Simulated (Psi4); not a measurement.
**S2F2 (Difluorodisulfane) at MN15/pcseg-1 (sweep point 6)**

Aim: the energy change on altering one bond length of S2F2 (Difluorodisulfane) at MN15/pcseg-1 (sweep point 6), from 2 runs. 

The results are computed with Psi4 1.11.

## 1. The structure to begin with

S2F2: 4 atoms, total charge 0, spin state singlet. As SMILES, `FSSF`. The shape is that of a PBE0-D4/def2-TZVP optimisation.

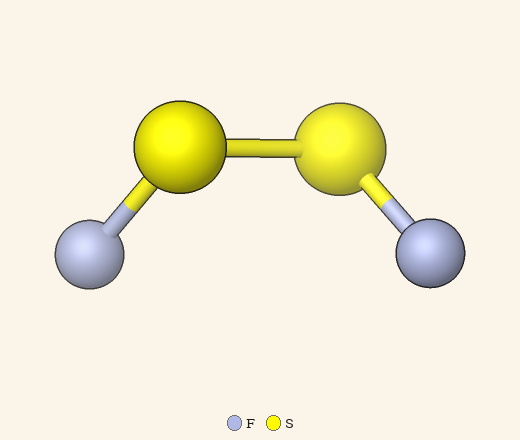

The structure, seen from a chosen angle (fluorine light blue, sulfur yellow).

## 2. A single-point energy at MN15/pcseg-1 (sweep point 6)

The input, input.dat:

```
memory 1.6 GB

molecule {
  F     -1.783750    -0.199930    -0.621590
  S     -0.467670     0.764150    -0.632370
  S      1.044990    -0.276390    -0.184720
  F      1.206410    -0.287820     1.438680
  units angstrom
  symmetry c1
}

set {
  basis pcseg-1
  puream true
  scf_type pk
  dft_radial_points 99
  dft_spherical_points 590
}

energy_value, wavefunction = energy("mn15", return_wfn=True)
```

On the command line:

```sh
$ psi4 -n 1 input.dat output.dat
```

output.dat:

```text
[...]
  Running in c1 symmetry.
[...]
  Nuclear repulsion =  230.128319113788450
[...]
  Multiplicity = 1
[...]
  Nalpha       = 25
  Nbeta        = 25
[...]
    Number of basis functions: 64
[...]
   @RKS iter   1:  -995.53353418939855    4.12638e-02   6.97767e-03 ADIIS/DIIS
[...]
   @RKS iter   8:  -995.60015409547975   -2.59390e-08   5.95447e-07 DIIS
[...]
    Orbital Energies [Eh]
    ---------------------
    Doubly Occupied:
       1A    -87.917701     2A    -87.917658     3A    -24.296172
       4A    -24.296163     5A     -7.829598     6A     -7.829505
       7A     -6.024951     8A     -6.024711     9A     -6.014232
      10A     -6.013673    11A     -6.002862    12A     -6.002861
      13A     -1.266724    14A     -1.261865    15A     -0.900754
      16A     -0.711091    17A     -0.601237    18A     -0.549454
      19A     -0.546340    20A     -0.518451    21A     -0.518412
      22A     -0.485783    23A     -0.405449    24A     -0.349076
      25A     -0.340194
[...]
  @RKS Final Energy:  -995.60015409547975
   => Energetics <=
    Nuclear Repulsion Energy =            230.1283191137884501
    One-Electron Energy =               -1835.9464248558838335
    Two-Electron Energy =                 651.3715659547336827
    DFT Exchange-Correlation Energy =     -41.1536143081179944
    Empirical Dispersion Energy =           0.0000000000000000
    VV10 Nonlocal Energy =                  0.0000000000000000
    Total Energy =                       -995.6001540954797520
[...]
 Multipole Moments:
 ------------------------------------------------------------------------------------
     Multipole            Electronic (a.u.)      Nuclear  (a.u.)        Total (a.u.)
 ------------------------------------------------------------------------------------
 L = 1.  Multiply by 2.5417464519 to convert [e a0] to [Debye]
 Dipole X            :         -0.3549161            0.6946095            0.3396934
 Dipole Y            :         -0.2998636            0.5868381            0.2869745
 Dipole Z            :          0.5023414           -0.9830746           -0.4807332
 Magnitude           :                                                    0.6548667
[...]
```

It took 14 s on 1 thread of Intel Xeon Platinum 8259CL at 2.50GHz (Skylake/Cascade Lake), shared host; peak memory 1 GiB.

## 3. The distorted shape at the same level

The input, job.in:

```
memory 1600 mb

molecule {
  0 1
  F     -2.836604    -0.971187    -0.612966
  S     -0.467670     0.764150    -0.632370
  S      1.044990    -0.276390    -0.184720
  F      1.206410    -0.287820     1.438680
  symmetry c1
}

set {
  basis                pcseg-1
  reference            rks
  puream               true
  scf_type             pk
  dft_radial_points    99
  dft_spherical_points 590
}

E, wfn = energy("mn15", return_wfn=True)
```

On the command line:

```sh
$ psi4 job.in job.out -n 1
```

job.out:

```text
[...]
  Running in c1 symmetry.
[...]
  Nuclear repulsion =  199.515548946766842
[...]
  Multiplicity = 1
[...]
  Nalpha       = 25
  Nbeta        = 25
[...]
    Number of basis functions: 64
[...]
   @RKS iter   1:  -995.16992549034876   -8.07736e-02   1.20513e-02 ADIIS/DIIS
[...]
   @RKS iter  14:  -995.47741191324963   -1.27221e-07   7.24072e-07 DIIS
[...]
    Orbital Energies [Eh]
    ---------------------
    Doubly Occupied:
       1A    -88.000156     2A    -87.927966     3A    -24.350977
       4A    -24.164273     5A     -7.907145     6A     -7.842370
       7A     -6.101138     8A     -6.089408     9A     -6.085388
      10A     -6.032940    11A     -6.030241    12A     -6.016959
      13A     -1.316789    14A     -1.047383    15A     -0.948198
      16A     -0.739684    17A     -0.601424    18A     -0.580823
      19A     -0.580509    20A     -0.469959    21A     -0.449060
      22A     -0.398049    23A     -0.342402    24A     -0.341612
      25A     -0.318410
[...]
  @RKS Final Energy:  -995.47741191324963
   => Energetics <=
    Nuclear Repulsion Energy =            199.5155489467668417
    One-Electron Energy =               -1774.4416549956349627
    Two-Electron Energy =                 620.5050082632468502
    DFT Exchange-Correlation Energy =     -41.0563141276283119
    Empirical Dispersion Energy =           0.0000000000000000
    VV10 Nonlocal Energy =                  0.0000000000000000
    Total Energy =                       -995.4774119132496253
[...]
 Multipole Moments:
 ------------------------------------------------------------------------------------
     Multipole            Electronic (a.u.)      Nuclear  (a.u.)        Total (a.u.)
 ------------------------------------------------------------------------------------
 L = 1.  Multiply by 2.5417464519 to convert [e a0] to [Debye]
 Dipole X            :          0.9974022            1.3279754            2.3253776
 Dipole Y            :         -0.1586559            1.0508036            0.8921477
 Dipole Z            :          0.7525795           -0.9882625           -0.2356831
 Magnitude           :                                                    2.5017704
[...]
```

Run time: 16 s. Hardware: 1 thread of Intel Xeon Platinum 8259CL at 2.50GHz (Skylake/Cascade Lake), shared host; peak memory 0.98 GiB.

## 4. What came out

At MN15/pcseg-1 (sweep point 6):

| quantity | value |
| --- | --- |
| first shape: total energy | -995.60015 Eh |
| first shape: dipole moment | 1.66 D |
| first shape: HOMO energy | -9.26 eV |
| first shape: LUMO energy | -0.74 eV |
| first shape: HOMO–LUMO gap | 8.52 eV |
| distorted shape: total energy | -995.47741 Eh |
| distorted shape: dipole moment | 6.36 D |
| distorted shape: HOMO energy | -8.66 eV |
| distorted shape: LUMO energy | -5.49 eV |
| distorted shape: HOMO–LUMO gap | 3.18 eV |
| energy change with the F1–S2 bond stretched from 1.631 to 2.937 Å | 3.340 eV |

What this shows: One bond (distorted shape) is far stretched, which a spin-restricted single reference describes badly; a broken-symmetry solution may lie lower. With the F1–S2 bond stretched from 1.631 to 2.937 Å the energy rises by 3.34 eV (77 kcal/mol). The first shape isn't relaxed at this level, so the change isn't measured from a minimum. A restricted reference can't describe the breaking bond well at this length.
